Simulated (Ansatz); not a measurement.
# H$_{3}$InO$_{3}$: what the fields show

```xyz
7

In   -0.2003   -0.0038    0.1320
O    -1.2219   -1.3796   -0.8782
O     1.6401    0.6174   -0.3403
O    -1.0433    0.8305    1.7207
H    -0.4475    1.4778    2.1167
H    -0.7225   -1.7207   -1.6293
H     1.9954    0.1785   -1.1216
```

Geometry: PBE0-D4/def2-SVP; core potentials replace the inner electrons of In.

Level of theory: Ansatz, RKS PBE0-D4/def2-TZVP.

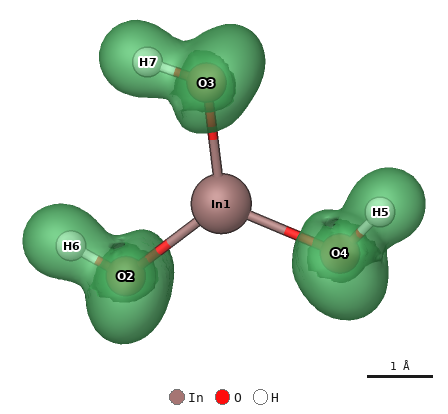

Figure 1. Isosurface of the electron localisation function at 0.75 (green), seen at a tilt. Core shells and regions of very low density are left out.

What do the ELF domains correspond to?

The ELF exceeds this value in three joined regions spread over several atoms (H, O), in which their bonds and any lone pairs are merged.


In–O (1.98 Å): the ELF peaks at about 0.80 in the valence shell of O, 0.6 Å from its nucleus, and drops to about 0.15 between the two atoms. O–H (0.96 Å): the ELF climbs to about 1 towards the hydrogen, as it does in any bond to H; a covalent bond by its length.

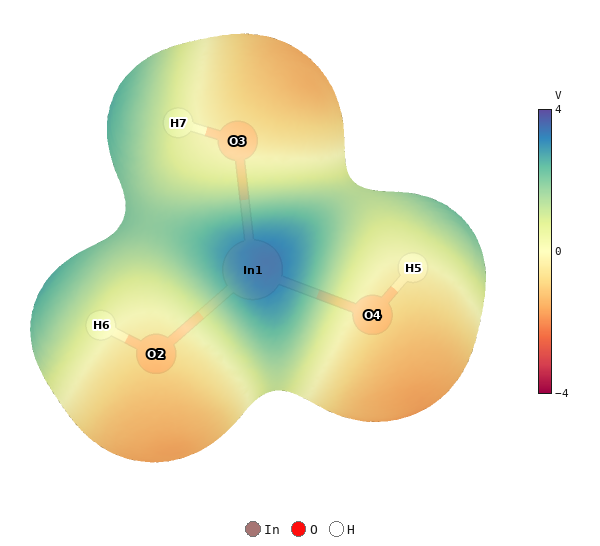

Figure 2. The molecular electrostatic potential painted on the density surface at 0.002 e/bohr³, seen across its widest extent; red is negative and blue positive.

Describe the electrostatic potential map.

The most negative region (about −1.7 V, or −39 kcal/mol for a unit charge) lies over O4, the most positive (about +3.3 V, or +76 kcal/mol for a unit charge) over In1. O4 is the likeliest acceptor of a hydrogen bond.

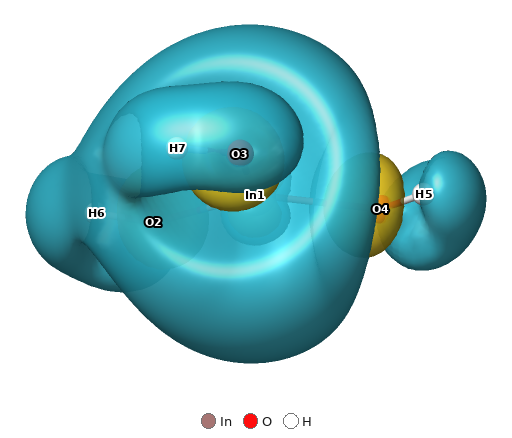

Figure 3. The LUMO at ±0.06 Å⁻³ᐟ² (yellow and cyan are the two phases), seen from one side.

Where does this orbital lie, and at what energy?

Its weight (Hirshfeld) is mainly on In1 (about 55 %), O2 (about 15 %), O3 (about 10 %) and O4 (about 10 %); it is symmetric in the molecular plane (an in-plane orbital: σ, lone-pair or in-plane π type). Its energy is −2.05 eV.
